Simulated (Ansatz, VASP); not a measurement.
# SiOF: VASP beside Ansatz, part 2 of 2

Wanted: the spread between two codes on one cell, functional and k mesh. The cell is invented: As first built, before any earlier steps moved the atoms (in the runner's words): it takes the TiOF structure with some of its atoms replaced by other elements, volume scaled by an estimate. It may not be a known or stable phase. The cell is taken from a series of VASP runs on this material, whose earlier steps may have relaxed, scaled or displaced it; both programs get it as it stands. Valence electrons are named where the data sets of a main pair hold unlike numbers.

VASP 6.6.1 and Ansatz 0.2.0.

So far. Step 3 (VASP: band structure, BLYP): The run ends at a pressure of -0.01 GPa.

## 4. Comparison

Known differences besides the potentials themselves: the cutoff is 420 eV in Ansatz and 520 eV in VASP; Ansatz makes its cores anew for this functional, VASP keeps those of its PBE data sets; VASP leaves aspherical gradient terms in its spheres out (LASPH is not set), Ansatz keeps them; VASP's log shows a relativistic correction to its local exchange, Ansatz's none. Total energies have different zeros and are not compared.

Compared:

```tsv
quantity	Ansatz	VASP	difference
pressure (GPa)	-0.27	-0.01	-0.27
pressure without Ansatz's Pulay correction (GPa)	-1.13	-0.01	-1.12
```

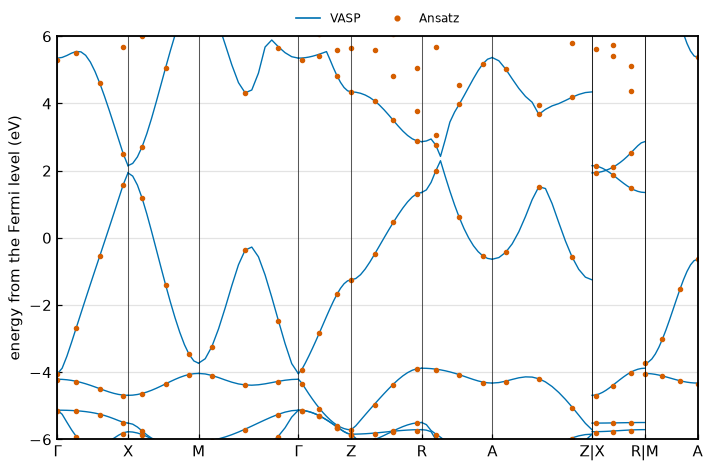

Bands from VASP (lines) and levels from Ansatz (dots). Dots without a line are higher empty bands that the VASP plot leaves out.

Levels from 3 eV below to 2 eV above the Fermi level differ by 5 meV r.m.s. and 7 meV at most; each VASP level is matched to the nearest of Ansatz, which flatters the figure a little. Ansatz's pressure holds a Pulay correction of 0.86 GPa; VASP's holds none.

## 5. Ansatz: single point, BLYP

With cell and atoms fixed, the geometry can't cause a difference; cores, projectors, grids and the points listed under the comparison can.

The cell is taken from a series of VASP runs on this material, whose earlier steps may have relaxed, scaled or displaced it; both programs get it as it stands.

Contents of input.yaml:

```yaml
crystal:
  lattice:
    - [2.9090897815, 0.0, 0.0]
    - [0.0, 2.9090897815, 0.0]
    - [0.0, 0.0, 3.8913128445]
  atoms:
    - { symbol: Si, position: [0.0, 0.0, 0.0] }
    - { symbol: F, position: [0.0, 0.0, 0.5] }
    - { symbol: O, position: [0.5, 0.5, 0.0] }
hamiltonian:
  xc: blyp
  pseudopotentials: { kind: paw }
kpoints:
  mp_grid: { grid: [11, 11, 9] }
scf:
  occupations: { method: gaussian, width: 0.05 }
  n_extra_bands: 4
output:
  forces: true
  stress: true
  eigenvalues: true
  write_density: true
  write_potential: true
  elf: true
  volumetric_format: npy
```

Launch:

```console
$ ansatz run input.yaml --threads 2 --pin off --max-ram 4608MiB --backend cpu --events-out ev --progress --plain --runs-dir out
```

Numbers of over 12 decimals in the logs are rounded to 6 here.

What it wrote:

```text
[...]
Crystal: 3 atoms, lattice volume = 32.931 Å³
Basis set: ecut = 420 eV, 633 PW (Γ), exchange–correlation on 40×40×54 points (8 copies of the dense FFT grid, shifted against one another)
Bands: 13, of which v1, the nominal top of the filled ones, is band 9 counted from 1 (8 counted from 0)
Symmetry: 16 space group operations
[...]
k-points: 105 of 1089
[...]
--- Band table (eV; the first three rows and the last of 105) ---
  k-point 0: bands = [... 5 lower, 3.4034, 3.4034, 4.3215, 4.4888, 13.8408, 15.4412, 16.3198, 17.9071]
  k-point 1: bands = [... 5 lower, 3.3498, 3.3498, 3.8291, 5.0939, 13.8797, 15.1666, 16.5169, 17.8171]
  k-point 2: bands = [... 5 lower, 3.1986, 3.1986, 3.3687, 5.8744, 13.9821, 14.4530, 17.0830, 17.6178]
  k-point 104: bands = [... 5 lower, 1.6051, 1.6455, 4.2348, 7.8902, 13.8830, 15.1868, 15.3719, 17.2319]
[key lines of the parts left out:]
SCF converged after 6 iterations
Free energy (F): -2019.178229 eV
Fermi energy:    8.480507 eV
P = ⅓ Tr σ = -0.2313 GPa (-2.313 kbar)
```

Elapsed: 3.7 s, on 2 threads of Intel Xeon Platinum 8488C (Sapphire Rapids), shared host; peak memory 0.39 GiB.

The run ends at a pressure of -0.23 GPa.

## 6. VASP: single point, BLYP

The same cell, functional (in two slightly different forms), mesh and smearing now go to VASP, with its own data sets.

Contents of INCAR:

```
SYSTEM = SiOF
PREC = Accurate
ENCUT = 520
EDIFF = 1E-06
NELM = 100
ISMEAR = 0
SIGMA = 0.05
LREAL = .FALSE.
ALGO = Normal
GGA = B5
ALDAX = 1
AGGAX = 1
AGGAC = 1
ALDAC = 0
LORBIT = 11
LWAVE = .FALSE.
LCHARG = .FALSE.
LOPTICS = .TRUE.
NEDOS = 1500
CSHIFT = 0.1
NBANDS = 32
```

Contents of POSCAR:

```
SiOF
1.0
    2.9090897815      0.0000000000      0.0000000000
    0.0000000000      2.9090897815      0.0000000000
    0.0000000000      0.0000000000      3.8913128445
Si F O
1 1 1
Direct
    0.0000000000      0.0000000000      0.0000000000
    0.0000000000      0.0000000000      0.5000000000
    0.5000000000      0.5000000000      0.0000000000
```

Contents of KPOINTS:

```
Automatic mesh
0
Gamma
11 11 9
0 0 0
```

PAW data sets: Si, F and O (PBE family, release 64).

Launch:

```console
$ mpirun -np 1 vasp_std
```

What it wrote:

```text
[banner, memory and clock lines left out]
running    1 mpi-ranks, on    1 nodes
[...]
[... a notice as in an earlier step ...]

 LDA part: xc-table for (Slater(with rela. corr.)+VWN5), standard interpolation
 POSCAR, INCAR and KPOINTS ok, starting setup
[...]
entering main loop
       N       E                     dE             d eps       ncg     rms          rms(c)
DAV:   1     0.723756785415E+02    0.72376E+02   -0.73827E+03  6944   0.469E+02
DAV:   2    -0.154671714560E+02   -0.87843E+02   -0.83167E+02  8280   0.156E+02
DAV:   3    -0.179595944891E+02   -0.24924E+01   -0.24764E+01  8328   0.211E+01
DAV:   4    -0.179687368036E+02   -0.91423E-02   -0.91420E-02  7576   0.143E+00
[...]
DAV:  11    -0.160866635007E+02   -0.34851E-04   -0.40589E-05  7960   0.359E-02    0.139E-02
DAV:  12    -0.160866608049E+02    0.26958E-05   -0.34809E-06  7928   0.114E-02    0.597E-03
DAV:  13    -0.160866608180E+02   -0.13095E-07   -0.67005E-07  7088   0.451E-03
   1 F= -.16086661E+02 E0= -.16086376E+02  d E =-.570283E-03
 optical routines
 imaginary and real dielectric function
 recalculating local potential from charge density
 direction            1
 direction            2
 direction            3
```

From OUTCAR (step 6):

```text
  Total        0.0030826      0.0030826      0.0326008      0.0000000      0.0000000     -0.0000000
  in kB        0.1499742      0.1499742      1.5860928      0.0000000      0.0000000     -0.0000000
  external PRESSURE =       0.6286804 kB  Pullay stress =       0.0000000 kB

  FREE ENERGIE OF THE ION-ELECTRON SYSTEM (eV)
  ---------------------------------------------------
  free  energy   TOTEN  =       -16.0866608180 eV

  energy  without entropy=      -16.0860905352  energy(sigma->0) =      -16.08637568

[... 2 parts as in an earlier step ...]

[... 2 further parts left out ...]
[key lines of the parts left out:]
E-fermi :   6.7691
```

The intraband (Drude) part is not in this spectrum.

## 7. Differences

Compared:

```tsv
quantity	Ansatz	VASP	difference
pressure (GPa)	-0.23	0.06	-0.29
pressure without Ansatz's Pulay correction (GPa)	-1.08	0.06	-1.14
```

Ansatz's pressure holds a Pulay correction of 0.85 GPa; VASP's holds none.

## 8. Outcome

```yaml
r_m_s_difference_of_levels_near_the_fermi_level_band_structure_blyp: 4.5 meV
difference_in_pressure_single_point_blyp: -0.29 GPa
```

**Reading.** The difference in pressure is -0.29 GPa (single point, BLYP), within the 1 GPa picked in this series as the mark of a large difference. How closely two codes agree says nothing of how well the functional describes the real material.

[Lines on the potential files, build, host, timing and source positions are cut from VASP's logs without a mark.]

[Logs are printed without paths, hosts, clocks, repeated set-up lines and the standing remarks that a program may print on its own settings, such as how far it seeks lower states.]

[Hosts, paths, dates, database ids (printed as entryN), source tags and the programs' standing remarks are cut or masked in the printed files.]
